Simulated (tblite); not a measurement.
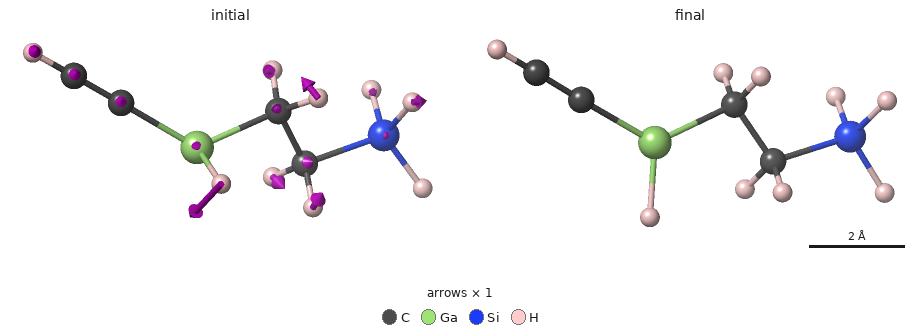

The structure of C4H9GaSi before (left) and after (right) a relaxation, at one scale. The purple arrows give the displacements, at their true length.

Style: ball-and-stick. Shown at a tilt.

Computed with GFN2-xTB geometry optimisation, gas phase (tblite). 

### Describe what moved and what it gained.

After 128 geometry steps the energy has fallen by 26.5 kcal/mol. The largest move after the best rigid fit is that of an H atom, 1.58 Å. Largest moves by element: H 1.58 Å, C 0.31 Å, Ga 0.18 Å, Si 0.14 Å. Near-neighbour distances that change, for instance: C–Ga 1.959 → 2.044 Å, Ga–H 1.669 → 1.589 Å, C–H 1.132 → 1.097 Å, C–Si 1.870 → 1.902 Å. Bond angles that change, for instance: C–Ga–H 97.6° → 116.7°, Ga–C–H 127.3° → 111.8°, C–Ga–H 99.8° → 113.8°. Cost: 0.81 s on 1 thread of Intel(R) Xeon(R) Platinum 8488C, with other jobs on the host.
